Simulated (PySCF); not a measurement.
# CH5GaO (SMILES C[O][GaH2]): levels of theory compared

We compute a comparison of 6 runs (HF/3-21G, B2PLYP/cc-pVDZ, CAM-B3LYP/cc-pVDZ, wB97M-V/cc-pVDZ, wB97X/cc-pVDZ, SCS-MP2/cc-pVDZ) of CH5GaO. 

The results are computed with PySCF 2.14.0.

10 further runs of the same task are left out: 7 that didn't finish, 3 set aside as unsound or not needed.

## (1) The system as given

The species is CH5GaO (8 atoms), meant as a singlet with charge 0. SMILES: `C[O][GaH2]`. The C1–H4 distance was set to 1.425 Å, away from the relaxed value.

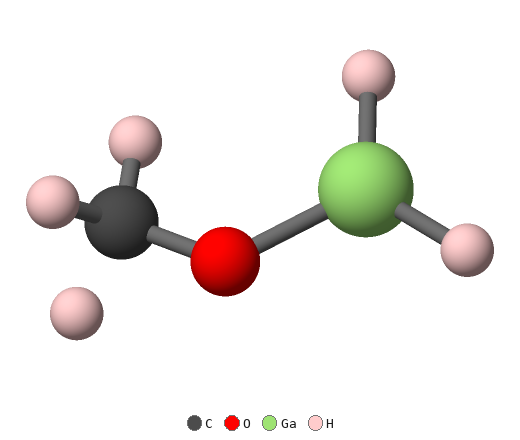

Viewed from a chosen angle; carbon dark grey, oxygen red, gallium green, hydrogen pink.

## (2) The energy at HF/3-21G (run 1)

The input, calc.py:

```python
from pyscf import gto, scf

mol = gto.Mole()
mol.atom = '''
C       -0.441795       0.975780      -0.144614
O       -0.530295      -0.270320       0.491786
Ga       0.878205      -1.298820       0.857586
H       -1.200200       0.962000      -1.350600
H        0.589205       1.259380      -0.398314
H       -0.855595       1.757380       0.502586
H        2.268905      -0.729620       0.421186
H        0.516705      -2.633520       1.568386
'''
mol.basis = '3-21g'
mol.verbose = 3
mol.max_memory = 1860
mol.build()

myscf = scf.RHF(mol)
myscf.conv_tol = 1e-10
myscf.kernel()
if not myscf.converged:
    myscf = myscf.newton().run(myscf.mo_coeff, myscf.mo_occ)

etot = myscf.e_tot
print('Final energy', etot)
```

Launch:

```sh
$ OMP_NUM_THREADS=1 python calc.py
```

The log of the run:

```text
converged SCF energy = -2028.80456036793
Final energy -2028.8045603679263
```

Wall time 0.62 s (1 thread of Arm Neoverse V2, shared host); peak memory 0.11 GiB.

## (3) A single-point energy at B2PLYP/cc-pVDZ (run 2)

The input, job.py:

```python
from pyscf import gto, dft, mp

mol = gto.M(
    atom='''
C     -0.834872     1.843957    -0.273281
O     -1.002112    -0.510831     0.929341
Ga     1.659567    -2.454414     1.620603
H     -2.268049     1.817917    -2.552264
H      1.113436     2.379883    -0.752704
H     -1.616840     3.320967     0.949750
H      4.287609    -1.378782     0.795926
H      0.976431    -4.976632     2.963820
''',
    spin=0,
    basis='cc-pvdz',
    verbose=4,
    unit='bohr',
    charge=0,
    max_memory=1860,
)

ks = dft.RKS(mol)
ks.xc = '0.53*HF + 0.47*B88, 0.73*LYP'
ks.conv_tol = 1e-10
ks.grids.level = 5
ks.kernel()
if not ks.converged:
    ks = ks.newton().run(ks.mo_coeff, ks.mo_occ)

pt = mp.MP2(ks, frozen=11).run()
e_final = ks.e_tot + 0.27 * pt.e_corr
print('PT2 part  %.8f' % (0.27 * pt.e_corr))
print('Final energy', e_final)
```

Launch:

```sh
$ OMP_NUM_THREADS=1 python job.py
```

The log of the run:

```text
PySCF version 2.14.0

[... 78 lines left out ...]
converged SCF energy = -2040.4492626517
[... 1 line left out ...]
******** <class 'pyscf.mp.mp2.RMP2'> ********
nocc = 14, nmo = 69
frozen orbitals 11
E(RMP2) = -2040.98184749262  E_corr = -0.532584840916888
E(SCS-RMP2) = -2040.98031797348  E_corr = -0.531055321779027
E_corr(same-spin) = -0.124669023832198
E_corr(oppo-spin) = -0.40791581708469
PT2 part  -0.14379791
Final energy -2040.593060558749
```

It took 15 s on 1 thread of Arm Neoverse V2, shared host; peak memory 0.41 GiB.

Runs 3 to 5 aren't shown in full; the table further down has their settings and results.

## (4) A single-point energy at SCS-MP2/cc-pVDZ (run 6)

The input, run.py:

```python
from pyscf import gto, scf, mp

mol = gto.Mole()
mol.atom = '''
C   -0.441795   0.975780  -0.144614
O   -0.530295  -0.270320   0.491786
Ga   0.878205  -1.298820   0.857586
H   -1.200200   0.962000  -1.350600
H    0.589205   1.259380  -0.398314
H   -0.855595   1.757380   0.502586
H    2.268905  -0.729620   0.421186
H    0.516705  -2.633520   1.568386
'''
mol.basis = 'cc-pvdz'
mol.verbose = 4
mol.spin = 0
mol.max_memory = 1860
mol.build()

calc0 = scf.RHF(mol)
calc0.conv_tol = 1e-10
calc0.kernel()
if not calc0.converged:
    calc0 = calc0.newton().run(calc0.mo_coeff, calc0.mo_occ)

pt = mp.MP2(calc0, frozen=11).run()
energy = calc0.e_tot + 1.2 * pt.e_corr_os + pt.e_corr_ss / 3
print('E(%s) = %.9f' % ('SCS-MP2', energy))
```

Launch:

```sh
$ OMP_NUM_THREADS=1 python run.py
```

The log of the run:

```text
PySCF version 2.14.0

[... 62 lines left out ...]
converged SCF energy = -2038.81726780397
[... 1 line left out ...]
******** <class 'pyscf.mp.mp2.RMP2'> ********
nocc = 14, nmo = 69
frozen orbitals 11
E(RMP2) = -2039.24375629247  E_corr = -0.426488488500308
E(SCS-RMP2) = -2039.24400217159  E_corr = -0.426734367615878
E_corr(same-spin) = -0.0981367137513375
E_corr(oppo-spin) = -0.328351774748971
E(SCS-MP2) = -2039.244002172
```

It took 1.7 s on 1 thread of Arm Neoverse V2, shared host; peak memory 0.18 GiB.

## (5) All runs side by side

```tsv
run	level	frozen core orbitals	integration grid	energy (Eh)	dipole moment (D) of the reference	HOMO energy (eV)	LUMO energy (eV)	wall time
1	HF/3-21G	–	–	-2028.804560	1.89	-10.61	1.48	0.62 s
2	B2PLYP/cc-pVDZ	11	5	-2040.593061	1.51	-8.78	-0.25	15 s
3	CAM-B3LYP/cc-pVDZ	–	5	-2041.186636	1.37	-8.91	-0.32	25 s
4	wB97M-V/cc-pVDZ	–	5	-2040.957222	1.39	-9.81	0.50	75 s
5	wB97X/cc-pVDZ	–	5	-2041.135450	1.38	-9.93	0.70	24 s
6	SCS-MP2/cc-pVDZ	11	–	-2039.244002	1.74	-10.91	1.46	1.7 s
```

## (6) Outcome

| quantity | value |
| --- | --- |
| run 6: total energy | -2039.24400 Eh |
| run 6: dipole moment (Hartree–Fock density) | 1.74 D |
| run 6: HOMO energy (Hartree–Fock orbitals) | -10.91 eV |
| run 6: LUMO energy (Hartree–Fock orbitals) | 1.46 eV |
| run 6: HOMO–LUMO gap (Hartree–Fock orbitals) | 12.37 eV |
| run 6: correlation energy (11 core orbitals frozen) | -426.7 mEh |

What this shows: Over runs 1, 2, 3, 4, 5 the dipole moment (its size) runs from 1.37 D (CAM-B3LYP/cc-pVDZ) to 1.89 D (HF/3-21G). The two ends differ in method and basis. Over runs 1, 2, 3, 4, 5 the HOMO–LUMO gap runs from 8.53 eV (B2PLYP/cc-pVDZ) to 12.08 eV (HF/3-21G). A double hybrid's value is that of its SCF part. Totals of different functionals can't be ranked against each other. All runs together took 2.4 min, the longest 75 s.
